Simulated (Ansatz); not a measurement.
The starting structures come from a database of crystals and need not be the phases stable at ambient conditions.

 Where the default PAW files enter, the runs use the earlier of Ansatz's two default sets.

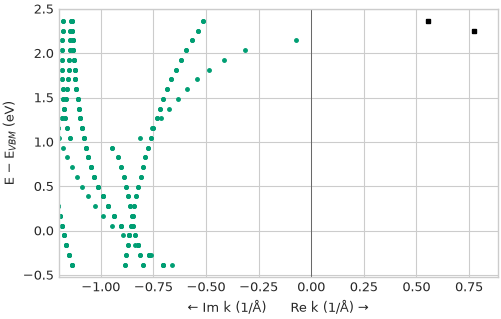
Fig. 1. Complex bands at the centre of the two-dimensional zone; r2SCAN (Ansatz, a program for electronic structure)

No gap correction and no spin-orbit coupling; mid-gap values are interpolated between computed energies.

### Question
This is AgNO$_{3}$ (R3m, not sure to be the ambient phase, 5 atoms a cell, 12.8 Å³ an atom, -4 GPa at this level) along the normal of (001). Read off the slowest decay at the centre of the two-dimensional zone at 1.04 eV, the computed energy nearest the middle of the gap.

### Answer
κ ≈ 0.76 1/Å, a decay length 1/(2κ) of the density of 0.66 Å.
